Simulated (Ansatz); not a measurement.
CH4GeOS

```
atom    x (Å)    y (Å)    z (Å)
   O  -0.7623   0.1748  -1.4377
   C  -0.5080   0.5573  -0.1311
   S  -1.5529  -0.3257   1.0104
  Ge   0.7954  -0.6504   0.6676
   H  -0.0867   0.6128  -2.0164
   H  -0.3707   1.6575   0.0850
   H   1.5758  -0.1129   1.8665
   H   1.0015  -1.9705  -0.1002
```

Not at a stationary point (largest force 1.7 eV/Å).

These are results of SCF r2SCAN, Gaussian basis (Ansatz 0.2.0), not measurements.

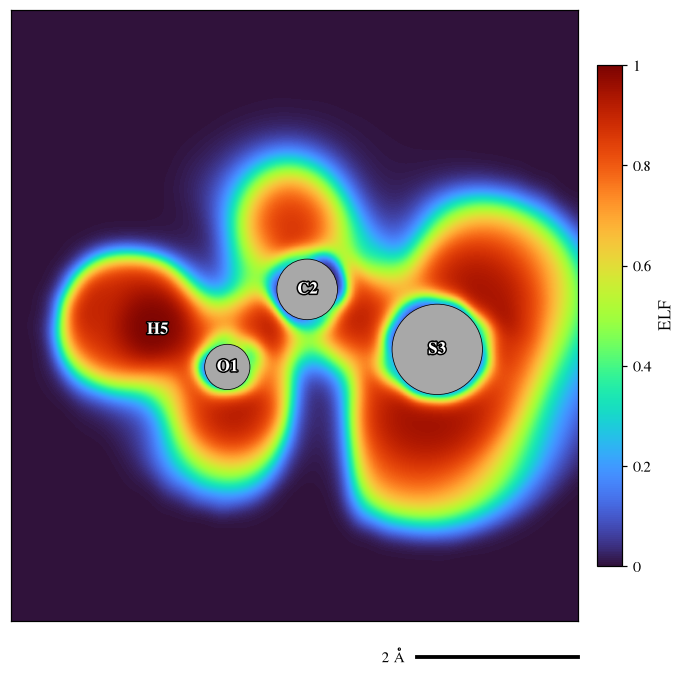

Figure 1. Electron localisation function on the plane of atoms O1, C2 and S3. Grey discs cover the atomic cores.

Read the bonding off the picture.

Answer.
- Atoms in the plane: O, C, S and H.
- C–O (1.38 Å): the ELF peaks at about 0.90 between the atoms, as expected for a shared but strongly polarised pair.
- C–S (1.78 Å): the ELF peaks at about 0.90 between the atoms, as expected for localised, covalent bonding.
- O–H (0.99 Å): the ELF climbs to about 1 towards the hydrogen, as it does in any bond to H (a covalent bond by its length).
- The ELF also peaks beside S3 and O1, away from the bonds: lone-pair regions.

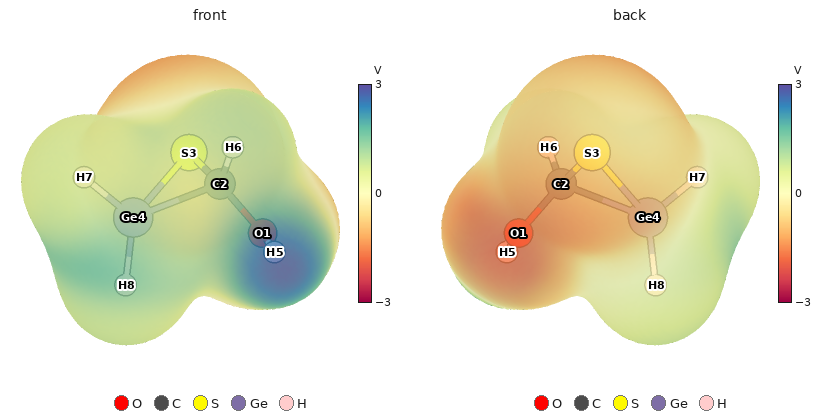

Figure 2. The molecular electrostatic potential painted on the density surface at 0.002 e/bohr³, seen from the front and from behind; red is negative and blue positive.

Which sites attract a positive test charge, and which a negative one?

Answer. A positive charge is drawn to the negative regions and a negative charge to the positive ones. The most negative region (about −1.7 V) lies over O1, the most positive (about +2.6 V) over H5. O1 is the likeliest acceptor of a hydrogen bond.

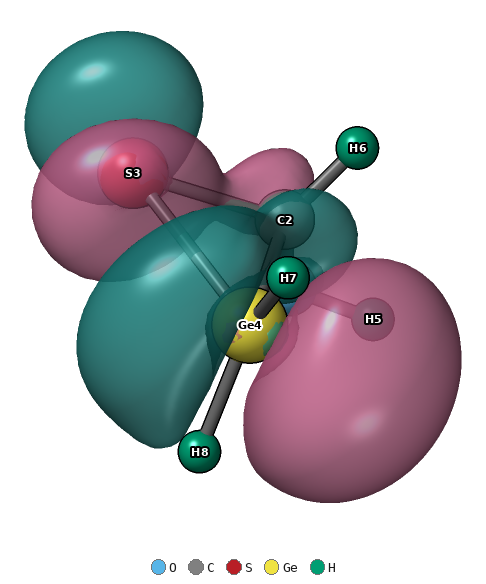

Figure 3. The LUMO at ±0.1 Å⁻³ᐟ² (teal and pink are the two phases), seen at an oblique angle.

Where does this orbital lie, and at what energy?

Answer. It lies mainly on Ge4 (about 55 %), S3 (about 30 %) and C2 (about 5 %). Its energy is −1.81 eV.
